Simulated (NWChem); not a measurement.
# TiH2S2F2 (SMILES [F][Ti]([F])([SH])[SH]) at 4 levels

We compute a comparison of 4 runs (HF/STO-3G, HF/3-21G, B3LYP/6-31G*) of TiH2S2F2. 

The calculation is run with NWChem 7.3.0.

### Step 1. The structure to begin with

TiH2S2F2: 7 atoms, total charge 0, spin state singlet. SMILES: `[F][Ti]([F])([SH])[SH]`. The shape is that of a PBE0-D4/def2-TZVP optimisation. This is one conformer, not always the lowest.

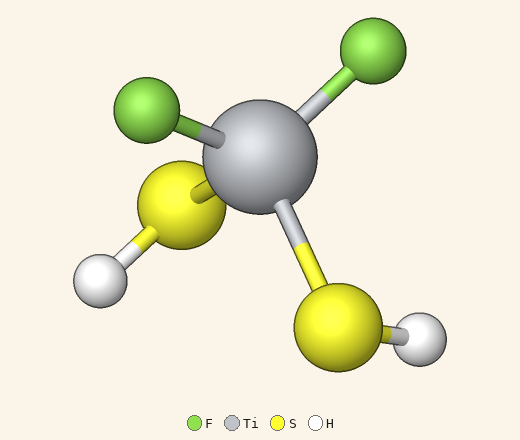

The structure, seen from a chosen angle (fluorine green, titanium light grey, sulfur yellow, hydrogen white).

### Step 2. Energy and forces at HF/STO-3G (run 1)

Contents of run.py:

```python
from ase import Atoms
from ase.calculators.nwchem import NWChem

molecule = Atoms(['F', 'Ti', 'F', 'S', 'S', 'H', 'H'], positions=[
    [-0.369600, -2.120800, -0.183800],
    [0.233900, -0.548500, 0.261500],
    [1.483400, -0.520600, 1.475100],
    [-1.415500, 0.763400, 1.120700],
    [0.957300, 0.353400, -1.698900],
    [-2.195700, 0.534500, 0.045400],
    [1.367200, 1.470600, -1.065600],
])

calc = NWChem(
    label='input',
    theory='scf',
    memory='2200 mb',
    basis='STO-3G',
    basispar='spherical bse',
    scf={'nopen': '0', 'rhf': None, 'thresh': '1e-08', 'maxiter': '80'},
)
molecule.calc = calc

forces = molecule.get_forces()
print(f"energy = {molecule.get_potential_energy():.6f} eV")
print("forces (eV/A):")
for s, f in zip(molecule.symbols, forces):
    print(f"{s:2s} {f[0]:10.5f} {f[1]:10.5f} {f[2]:10.5f}")
print("dipole (e A):", molecule.get_dipole_moment().round(4))
```

Run with:

```bash
$ export ASE_NWCHEM_COMMAND="nwchem PREFIX.nwi > PREFIX.nwo"
$ python run.py
```

The program printed:

```text
energy = -49626.533763 eV
forces (eV/A):
F     1.04305    2.33204    0.94673
Ti    0.43976   -1.04716    0.52240
F    -1.88277   -0.32874   -1.94514
S     0.29228   -0.81648   -0.86245
S     0.00787    0.09739    1.21875
H     0.21201    0.17663    0.51885
H    -0.11225   -0.41369   -0.39914
dipole (e A): [ 0.0274 -0.0653  0.0324]
```

The calculator wrote input.nwi:

```
title "input"

permanent_dir input

scratch_dir input

start input

geometry units angstrom nocenter noautosym noautoz
  F  -3.6959999999999998e-01 -2.1208000000000000e+00 -1.8379999999999999e-01
  Ti 2.3390000000000000e-01 -5.4849999999999999e-01 2.6150000000000001e-01
  F  1.4834000000000001e+00 -5.2059999999999995e-01 1.4751000000000001e+00
  S  -1.4155000000000000e+00 7.6339999999999997e-01 1.1207000000000000e+00
  S  9.5730000000000004e-01 3.5339999999999999e-01 -1.6989000000000001e+00
  H  -2.1957000000000000e+00 5.3449999999999998e-01 4.5400000000000003e-02
  H  1.3672000000000000e+00 1.4705999999999999e+00 -1.0656000000000001e+00
end

memory 2200 mb

basis spherical bse noprint
   * library STO-3G
end

scf
  nopen 0
  rhf
  thresh 1e-08
  maxiter 80
end

task scf gradient
```

input.nwo:

```text
Northwest Computational Chemistry Package (NWChem) 7.3.0
             --------------------------------------------------------

           Job information
           ---------------

    nwchem branch   = 7.3.0
    use scalapack   = T
    input           = input.nwi
    prefix          = input.
    data base       = input/input.db
    status          = startup
    nproc           =        1

           Memory information
           ------------------

[... 5 lines left out ...]
    hardfail = no
[... 136 lines left out ...]
         Quadratically convergent ROHF
[... 15 lines left out ...]
       Final RHF  results
[... 4 lines left out ...]
      Two-electron energy =   1154.936333427939
[... 56 lines left out ...]
                       ROHF Final Molecular Orbital Analysis
[... 256 lines left out ...]
                 ----------------------------------------
                 |  Time  |  1-e(secs)   |  2-e(secs)   |
                 ----------------------------------------
                 |  CPU   |       0.00   |       0.84   |
                 ----------------------------------------
                 |  WALL  |       0.00   |       0.84   |
                 ----------------------------------------

 Task  times  cpu:        4.2s     wall:        4.2s
 Total times  cpu:        4.2s     wall:        4.2s
```

Run time: 5.1 s. Hardware: 1 thread of AMD EPYC 9R45 (Zen 5), shared host; peak memory 0.1 GiB.

### Step 3. Energy and forces at HF/3-21G (run 2)

Contents of f2h2s2ti.nw:

```
start f2h2s2ti
title "F2H2S2Ti hf"
memory 2200 mb
charge 0

geometry units angstrom noautosym nocenter noautoz
 F     -0.369600    -2.120800    -0.183800
 Ti     0.233900    -0.548500     0.261500
 F      1.483400    -0.520600     1.475100
 S     -1.415500     0.763400     1.120700
 S      0.957300     0.353400    -1.698900
 H     -2.195700     0.534500     0.045400
 H      1.367200     1.470600    -1.065600
end

basis spherical bse
 F library 3-21G
 Ti library 3-21G
 S library 3-21G
 H library 3-21G
end

scf
 nopen 0
 rhf
 thresh 1e-08
 maxiter 80
end

task scf gradient
```

Run with:

```bash
$ nwchem f2h2s2ti.nw > f2h2s2ti.out
```

The program printed:

```text
[...]
  functions       =    75
[...]
  wavefunction    = RHF
[...]
         Total SCF energy =  -1834.545976903846
      One-electron energy =  -3443.845537187993
      Two-electron energy =   1149.410507710683
 Nuclear repulsion energy =    459.889052573464
        Time for solution =      6.4s
[...]
                         RHF ENERGY GRADIENTS
    atom               coordinates                        gradient
                 x          y          z           x          y          z
   1 F      -0.698443  -4.007731  -0.347332   -0.008671  -0.022140  -0.009148
   2 Ti      0.442007  -1.036515   0.494163   -0.015091   0.036014  -0.017942
   3 F       2.803220  -0.983791   2.787535    0.016913   0.002510   0.018945
   4 S      -2.674907   1.442617   2.117816    0.002439  -0.001282   0.001293
   5 S       1.809035   0.667829  -3.210455   -0.000703  -0.002831   0.000773
   6 H      -4.149271   1.010059   0.085794    0.009940  -0.004219   0.000671
   7 H       2.583633   2.779031  -2.013692   -0.004828  -0.008052   0.005408
[...]
```

Wall time 8.1 s (1 thread of AMD EPYC 9R45 (Zen 5), shared host); peak memory 0.1 GiB.

Run 3 isn't shown in full; the table further down has it.

### Step 4. Energy and forces at B3LYP/6-31G(d) (Cartesian functions) (run 4)

Contents of mymol.nw:

```
START mymol
memory stack 880 mb heap 220 mb global 1100 mb
charge 0

GEOMETRY units angstroms noautosym nocenter noautoz
 F       -0.369600      -2.120800      -0.183800
 Ti       0.233900      -0.548500       0.261500
 F        1.483400      -0.520600       1.475100
 S       -1.415500       0.763400       1.120700
 S        0.957300       0.353400      -1.698900
 H       -2.195700       0.534500       0.045400
 H        1.367200       1.470600      -1.065600
END

BASIS
 * library 6-31G*
END

DFT
 xc b3lyp
 grid fine
 convergence energy 1e-08
 iterations 100
 mulliken
 print medium
END

TASK dft gradient
```

Run with:

```bash
$ nwchem mymol.nw > mymol.out
```

The program printed:

```text
[...]
          Wavefunction type:  closed shell.
          No. of atoms     :     7
          No. of electrons :    74
[...]
          Charge           :     0
          Spin multiplicity:     1
[...]
          AO basis - number of functions:   111
[...]
              XC Information
              --------------
                         B3LYP Method XC Potential
                     Hartree-Fock (Exact) Exchange  0.200
                        Slater Exchange Functional  0.800 local
                    Becke 1988 Exchange Functional  0.720 non-local
              Lee-Yang-Parr Correlation Functional  0.810
                  VWN I RPA Correlation Functional  0.190 local
[...]
 d= 0,ls=0.0,diis     1  -1846.3822994797 -2.31D+03  8.34D-02  4.04D+00     2.7
[...]
 d= 0,ls=0.0,diis    13  -1846.9176308104 -2.61D-09  6.24D-07  3.21D-09    26.0
         Total DFT energy =    -1846.917630810443
      One electron energy =    -3460.319627968212
           Coulomb energy =     1268.690756464671
    Exchange-Corr. energy =     -115.177811880366
 Nuclear repulsion energy =      459.889052573464
[...]
      Total Density - Mulliken Population Analysis
     ---------------------------------------------
    Atom       Charge   Shell Charges
 -----------   ------   -------------------------------------------------------
    1 F    9     9.37   1.99  0.95  3.29  0.97  2.10  0.06
    2 Ti  22    20.93   2.00  2.00  5.99  2.07  6.11  0.14  0.55 -0.00  0.02  0.91  1.19 -0.06
    3 F    9     9.37   1.99  0.95  3.29  0.97  2.10  0.06
    4 S   16    16.30   2.00  1.99  5.97  1.40  3.09  0.54  1.30  0.01
    5 S   16    16.30   2.00  1.99  5.97  1.40  3.09  0.54  1.30  0.01
    6 H    1     0.87   0.50  0.38
    7 H    1     0.87   0.50  0.38
[...]
  wavefunction    = closed shell
[...]
```

Wall time 34 s (1 thread of AMD EPYC 9R45 (Zen 5), shared host); peak memory 0.14 GiB.

### Step 5. All runs side by side

| run | level | iteration cap | module | energy (Eh) | dipole moment (D) | HOMO energy (eV) | LUMO energy (eV) | wall time |
| --- | --- | --- | --- | --- | --- | --- | --- | --- |
| 1 | HF/STO-3G | 80 | scf | -1823.741493 | 0.37 | -7.07 | 7.31 | 5.1 s |
| 2 | HF/3-21G | 80 | scf | -1834.545977 | 0.28 | -11.09 | -0.06 | 8.1 s |
| 3 | B3LYP/6-31G* (spherical functions) | 100 | dft | -1846.898151 | 0.72 | -7.57 | -3.31 | 33 s |
| 4 | B3LYP/6-31G* (Cartesian functions) | 100 | dft | -1846.917631 | 0.65 | -7.54 | -3.18 | 34 s |

### Step 6. Outcome

| quantity | value |
| --- | --- |
| run 4: total energy | -1846.91763 Eh |
| run 4: dipole moment | 0.65 D |
| run 4: HOMO energy | -7.54 eV |
| run 4: LUMO energy | -3.18 eV |
| run 4: HOMO–LUMO gap | 4.36 eV |
| run 4: largest force on an atom | 0.471 eV/Å |

What this shows: The dipole moment (its size) runs from 0.28 D (HF/3-21G) to 0.72 D (B3LYP/6-31G*). The two ends differ in method and basis. The HOMO–LUMO gap runs from 4.26 eV (B3LYP/6-31G*) to 14.38 eV (HF/STO-3G). In run 1 the basis is minimal, so the values are rough. All runs together took 80 s, the longest 34 s.
